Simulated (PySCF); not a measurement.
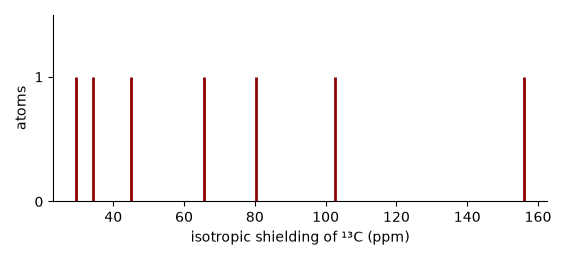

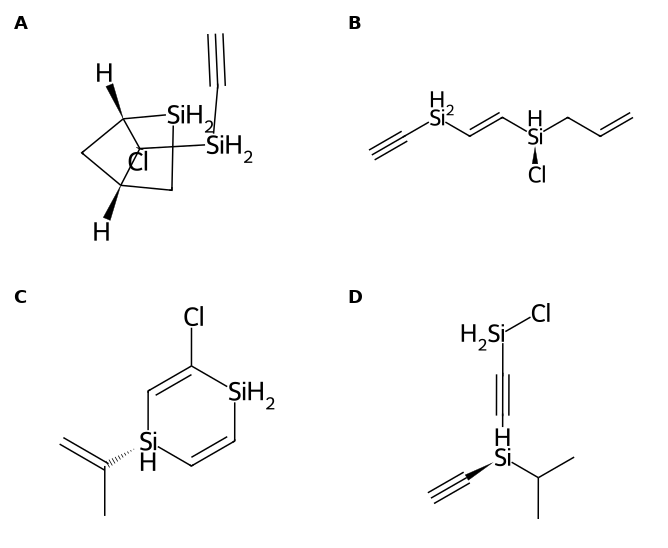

The sticks are computed shieldings of one of the molecules, for one fixed geometry (GFN2-xTB) without averaging over rotations. Low shielding means a high chemical shift. Method: GIAO PBE0/pcSseg-1 NMR shielding, non-relativistic, gas phase (PySCF 2.14.0).

### Match the spectrum to a structure.

B, `C#C[SiH2]/C=C/[Si@H](Cl)CC=C`. Its 7 C atoms give lines at 29.4, 34.4, 45.0, 65.6, 80.3, 102.7, 156.2 ppm.

The geometry is semi-empirical. Around Si such bond lengths and angles can be off by a tenth of an ångström or more and by several degrees, and values that hang on the shape move with them.
